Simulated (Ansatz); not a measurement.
System: C$_{2}$H$_{5}$O (doublet).

The calculation's input:

```
crystal:
  periodic: [false, false, false]
  atoms:
    - { symbol: C, position_ang: [-0.5351, 0.9319, -0.6426] }
    - { symbol: O, position_ang: [0.5953, 0.3445, -0.4537] }
    - { symbol: C, position_ang: [0.454, -0.7364, 0.4499] }
    - { symbol: H, position_ang: [-1.3931, 0.6488, -0.1473] }
    - { symbol: H, position_ang: [-0.5248, 1.7955, -1.362] }
    - { symbol: H, position_ang: [0.67319, -1.69077, -0.05596] }
    - { symbol: H, position_ang: [-0.65862, -0.77736, 0.73583] }
    - { symbol: H, position_ang: [0.99385, -0.5894, 1.32451] }
magnetization:
  spin_polarized: true
  initial_magnetization: 1
basis:
  gaussian: { orbitals: def2-SVP }
hamiltonian:
  xc: pbe
  dispersion: d4
relax:
  f_tol: 0.015
  max_steps: 40
output:
  orbitals: {}
```

Launched as:

```sh
ansatz run input.yaml --threads 1 --pin off --max-ram 2048MiB --backend cpu --events-out ev --progress --plain --runs-dir out
```

The fields are those of the relaxed geometry.

All numbers below come from UKS PBE-D4/def2-SVP in Ansatz 0.2.0.

Question: What will maps of the electron density, electron localisation function and spin density show?

Answer: C–O (1.36 Å): ρ is about 2.3 e/Å³ halfway, with its minimum of 1.9 e/Å³ about 0.5 Å from C; the ELF peaks at about 0.90 between the atoms, as expected for a polar covalent bond.
C–H (1.10 Å): ρ at the midpoint is about 1.9 e/Å³; the ELF climbs to about 1 towards the hydrogen, as it does in any bond to H: a covalent bond by its length.
C–O (1.41 Å): ρ at the midpoint is about 2 e/Å³, with its minimum of 1.7 e/Å³ about 0.5 Å from C; the ELF peaks at about 0.90 between the atoms: a polar covalent bond.
The unpaired spin (1 electron) lies mostly on C1 (about 0.7) and O2 (about 0.2), in electrons by Hirshfeld's partition.

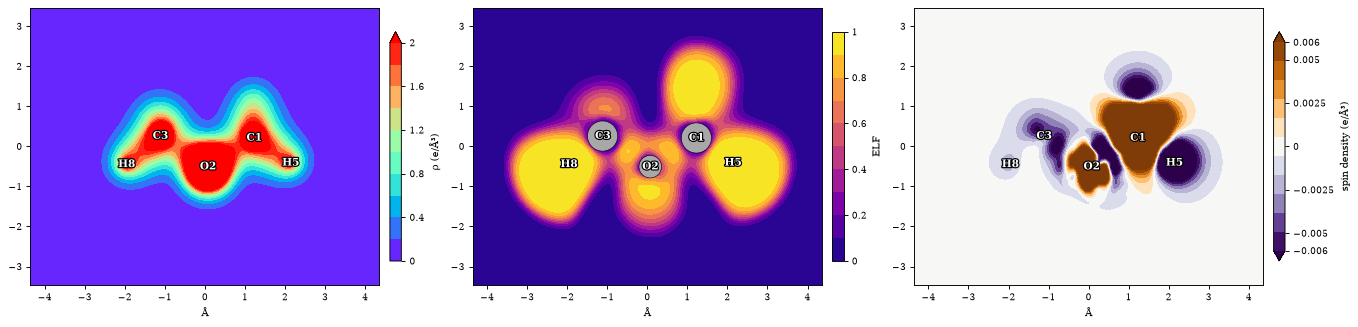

Computed electron density, electron localisation function and spin density on the plane of atoms C1, O2 and C3, in this order. Grey discs cover the atomic cores in the ELF map. 
